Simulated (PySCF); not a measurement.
# C2H9AlN2 (SMILES C[CH2][Al]([NH2])[NH2]) at 4 levels

Wanted: a comparison of 4 runs (HF/3-21G, HF/def2-SVPD, PBE/3-21G, BLYP/6-311G**) of C2H9AlN2. 

Program for the calculation: PySCF 2.14.0.

**1. The system as given**

C2H9AlN2: 14 atoms, total charge 0, spin state singlet. SMILES: `C[CH2][Al]([NH2])[NH2]`. The shape is that of a PBE0-D4/def2-TZVP optimisation.

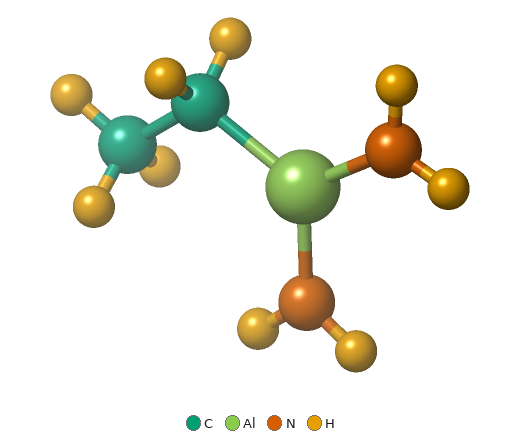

Viewed from a chosen angle; carbon teal, aluminium green, nitrogen orange, hydrogen amber.

**2. Energy and forces at HF/3-21G (run 1)**

File calc.py:

```python
import pyscf.grad
from pyscf import gto, scf

molecule = gto.M(
    atom='''
C     -2.332678     2.824196     1.389894
C      0.421976     2.153343     0.826188
Al     0.953178    -1.225109    -0.588083
N     -1.668628    -3.244282    -1.123064
N      4.025306    -2.324174    -1.356634
H     -3.500529     2.747851    -0.314261
H     -2.533367     4.726583     2.176398
H     -3.173039     1.515182     2.751441
H      1.234369     3.544181    -0.479612
H      1.557890     2.325875     2.552453
H     -1.608346    -5.005318    -1.838326
H     -3.468025    -2.762024    -0.738883
H      4.454651    -4.026628    -2.087580
H      5.612865    -1.304856    -1.115505
''',
    basis='3-21g',
    max_memory=1860,
    charge=0,
    verbose=4,
    unit='bohr',
)

myscf = scf.RHF(molecule)
myscf.conv_tol = 1e-10
myscf.kernel()
if not myscf.converged:
    myscf = myscf.newton().run(myscf.mo_coeff, myscf.mo_occ)

energy = myscf.e_tot
print('Final energy', energy)
grad = myscf.Gradients().kernel()
myscf.analyze()
```

The run is started by

```console
OMP_NUM_THREADS=1 python calc.py
```

The program printed:

```text
PySCF version 2.14.0

[... 84 lines left out ...]
One-electron Energy =                -1029.139218854073988
[... 8 lines left out ...]
MO #4   energy= -11.1499362180782  occ= 2
[... 6 lines left out ...]
MO #11  energy= -1.06865228201078  occ= 2
[... 6 lines left out ...]
MO #18  energy= -0.551750162423523 occ= 2
[... 6 lines left out ...]
MO #25  energy= 0.156887498579878  occ= 0
[... 6 lines left out ...]
MO #32  energy= 0.355194577661866  occ= 0
[... 6 lines left out ...]
MO #39  energy= 0.453083843069291  occ= 0
[... 6 lines left out ...]
MO #46  energy= 1.1310598140739    occ= 0
[... 6 lines left out ...]
MO #53  energy= 1.35554748423562   occ= 0
[... 6 lines left out ...]
MO #60  energy= 1.63204817588256   occ= 0
[... 6 lines left out ...]
MO #67  energy= 2.63213683853704   occ= 0
[... 45 lines left out ...]
pop of  4 N 2px           1.36351
pop of  4 N 2py           1.29153
pop of  4 N 2pz           1.72330
pop of  4 N 3px           0.00296
pop of  4 N 3py           0.00333
pop of  4 N 3pz           0.01689
pop of  5 H 1s            0.91586
pop of  5 H 2s            0.00784
pop of  6 H 1s            0.91017
pop of  6 H 2s            0.00841
pop of  7 H 1s            0.91586
pop of  7 H 2s            0.00784
pop of  8 H 1s            0.90410
pop of  8 H 2s            0.00712
pop of  9 H 1s            0.90413
pop of  9 H 2s            0.00712
pop of  10 H 1s           0.79561
pop of  10 H 2s           0.00912
pop of  11 H 1s           0.79328
pop of  11 H 2s           0.00906
pop of  12 H 1s           0.79497
pop of  12 H 2s           0.00912
pop of  13 H 1s           0.79403
pop of  13 H 2s           0.00901
 ** Mulliken atomic charges  **
charge of    0C =     -0.24016
charge of    1C =     -0.48633
charge of    2Al =      0.96536
charge of    3N =     -0.71810
charge of    4N =     -0.71812
charge of    5H =      0.07630
charge of    6H =      0.08141
charge of    7H =      0.07630
charge of    8H =      0.08878
charge of    9H =      0.08875
charge of   10H =      0.19527
charge of   11H =      0.19766
charge of   12H =      0.19591
charge of   13H =      0.19697
Dipole moment(X, Y, Z, Debye):  0.25440, -0.67100, -0.29666
```

Wall time 7.8 s (1 thread of Intel Xeon at 2.50GHz (Skylake/Cascade Lake), shared host); peak memory 0.14 GiB.

**3. Energy and gradient at HF/def2-SVPD (run 2)**

File mol.xyz:

```xyz
14

C     -1.234400     1.494500     0.735500
C      0.223300     1.139500     0.437200
Al     0.504400    -0.648300    -0.311200
N     -0.883000    -1.716800    -0.594300
N      2.130100    -1.229900    -0.717900
H     -1.852400     1.454100    -0.166300
H     -1.340600     2.501200     1.151700
H     -1.679100     0.801800     1.456000
H      0.653200     1.875500    -0.253800
H      0.824400     1.230800     1.350700
H     -0.851100    -2.648700    -0.972800
H     -1.835200    -1.461600    -0.391000
H      2.357300    -2.130800    -1.104700
H      2.970200    -0.690500    -0.590300
```

File run.py:

```python
# C[CH2][Al]([NH2])[NH2]
import pyscf.grad
from pyscf import gto

system = gto.M(
    atom='mol.xyz',
    verbose=4,
    max_memory=1860,
    charge=0,
    spin=0,
    basis='def2-svpd',
)

calc0 = system.RHF()
calc0.conv_tol = 1e-10
calc0.kernel()
if not calc0.converged:
    calc0 = calc0.newton().run(calc0.mo_coeff, calc0.mo_occ)

etot = calc0.e_tot
print('E = %.10f Eh' % etot)
grad = calc0.Gradients().kernel()
dip = calc0.dip_moment()
pop, q = calc0.mulliken_pop()
```

The run is started by

```console
OMP_NUM_THREADS=1 python run.py
```

The program printed:

```text
PySCF version 2.14.0

[... 68 lines left out ...]
converged SCF energy = -431.676664182747
[... 12 lines left out ...]
Dipole moment(X, Y, Z, Debye):  0.20678, -0.46322, -0.20787
[... 152 lines left out ...]
pop of  10 H 3pz          0.05063
pop of  11 H 1s           0.73858
pop of  11 H 2s           0.15057
pop of  11 H 2px          0.02532
pop of  11 H 2py          0.00977
pop of  11 H 2pz          0.01363
pop of  11 H 3px          0.06649
pop of  11 H 3py         -0.01164
pop of  11 H 3pz          0.04140
pop of  12 H 1s           0.74102
pop of  12 H 2s           0.21334
pop of  12 H 2px          0.00844
pop of  12 H 2py          0.02468
pop of  12 H 2pz          0.01584
pop of  12 H 3px          0.01318
pop of  12 H 3py          0.03085
pop of  12 H 3pz          0.05425
pop of  13 H 1s           0.73906
pop of  13 H 2s           0.19636
pop of  13 H 2px          0.02138
pop of  13 H 2py          0.01437
pop of  13 H 2pz          0.01315
pop of  13 H 3px          0.07714
pop of  13 H 3py         -0.02264
pop of  13 H 3pz          0.03868
 ** Mulliken atomic charges  **
charge of    0C =      0.22179
charge of    1C =     -0.75091
charge of    2Al =      0.75199
charge of    3N =     -0.06775
charge of    4N =      0.07231
charge of    5H =     -0.00720
charge of    6H =      0.03092
charge of    7H =     -0.00730
charge of    8H =      0.02943
charge of    9H =      0.02976
charge of   10H =     -0.08983
charge of   11H =     -0.03412
charge of   12H =     -0.10159
charge of   13H =     -0.07750
```

It took 2.4 min on 1 thread of Intel Xeon at 2.50GHz (Skylake/Cascade Lake), shared host; peak memory 1 GiB.

Run 3 isn't shown in full; the table further down has it.

**4. Energy and forces at BLYP/6-311G(d,p) (run 4)**

File calc.py:

```python
from pyscf import gto, dft

mol = gto.M(
    atom='''
C     -1.234400     1.494500     0.735500
C      0.223300     1.139500     0.437200
Al     0.504400    -0.648300    -0.311200
N     -0.883000    -1.716800    -0.594300
N      2.130100    -1.229900    -0.717900
H     -1.852400     1.454100    -0.166300
H     -1.340600     2.501200     1.151700
H     -1.679100     0.801800     1.456000
H      0.653200     1.875500    -0.253800
H      0.824400     1.230800     1.350700
H     -0.851100    -2.648700    -0.972800
H     -1.835200    -1.461600    -0.391000
H      2.357300    -2.130800    -1.104700
H      2.970200    -0.690500    -0.590300
''',
    verbose=4,
    max_memory=1860,
    basis='6-311g**',
    spin=0,
    charge=0,
)

mf = dft.RKS(mol, xc='blyp')
mf.grids.level = 5
mf.conv_tol = 1e-10
mf.kernel()
if not mf.converged:
    mf = mf.newton().run(mf.mo_coeff, mf.mo_occ)

e_tot = mf.e_tot
print('Final energy', e_tot)
grad = mf.nuc_grad_method().kernel()
dip = mf.dip_moment()
pop, q = mf.mulliken_pop()
```

The run is started by

```console
OMP_NUM_THREADS=1 python calc.py
```

The program printed:

```text
PySCF version 2.14.0

[... 88 lines left out ...]
converged SCF energy = -433.61361514666
Final energy -433.61361514666
[... 12 lines left out ...]
Dipole moment(X, Y, Z, Debye):  0.23910, -0.69073, -0.30342
[... 128 lines left out ...]
pop of  9 H 2pz           0.00953
pop of  10 H 1s           0.28214
pop of  10 H 2s           0.38102
pop of  10 H 3s           0.08431
pop of  10 H 2px          0.00996
pop of  10 H 2py          0.01677
pop of  10 H 2pz          0.01512
pop of  11 H 1s           0.28197
pop of  11 H 2s           0.37715
pop of  11 H 3s           0.08525
pop of  11 H 2px          0.01651
pop of  11 H 2py          0.01128
pop of  11 H 2pz          0.01457
pop of  12 H 1s           0.28212
pop of  12 H 2s           0.37966
pop of  12 H 3s           0.08299
pop of  12 H 2px          0.01017
pop of  12 H 2py          0.01649
pop of  12 H 2pz          0.01524
pop of  13 H 1s           0.28211
pop of  13 H 2s           0.37763
pop of  13 H 3s           0.08390
pop of  13 H 2px          0.01503
pop of  13 H 2py          0.01284
pop of  13 H 2pz          0.01440
 ** Mulliken atomic charges  **
charge of    0C =     -0.28204
charge of    1C =     -0.57624
charge of    2Al =      0.94402
charge of    3N =     -0.73512
charge of    4N =     -0.73810
charge of    5H =      0.09787
charge of    6H =      0.09976
charge of    7H =      0.09788
charge of    8H =      0.12031
charge of    9H =      0.12028
charge of   10H =      0.21069
charge of   11H =      0.21327
charge of   12H =      0.21333
charge of   13H =      0.21410
```

Wall time 3.1 min (1 thread of Intel Xeon at 2.50GHz (Skylake/Cascade Lake), shared host); peak memory 1.8 GiB.

**5. All runs side by side**

| run | level | integration grid | energy (Eh) | dipole moment (D) | HOMO energy (eV) | LUMO energy (eV) | wall time |
| --- | --- | --- | --- | --- | --- | --- | --- |
| 1 | HF/3-21G | – | -429.512991 | 0.78 | -9.64 | 4.27 | 7.8 s |
| 2 | HF/def2-SVPD | – | -431.676664 | 0.55 | -10.28 | 1.54 | 2.4 min |
| 3 | PBE/3-21G | 5 | -430.860167 | 1.08 | -4.38 | 0.64 | 62 s |
| 4 | BLYP/6-311G** | 5 | -433.613615 | 0.79 | -4.99 | -0.16 | 3.1 min |

**6. Outcome**

```
                       quantity          value
            run 4: total energy  -433.61362 Eh
           run 4: dipole moment         0.79 D
             run 4: HOMO energy       -4.99 eV
             run 4: LUMO energy       -0.16 eV
           run 4: HOMO–LUMO gap        4.82 eV
run 4: largest force on an atom     0.472 eV/Å
```

**Reading.** The dipole moment (its size) runs from 0.55 D (HF/def2-SVPD) to 1.08 D (PBE/3-21G). The two ends differ in method and basis. The HOMO–LUMO gap runs from 4.82 eV (BLYP/6-311G**) to 13.91 eV (HF/3-21G). Totals of different functionals can't be ranked against each other. All runs together took 6.6 min, the longest 3.1 min.
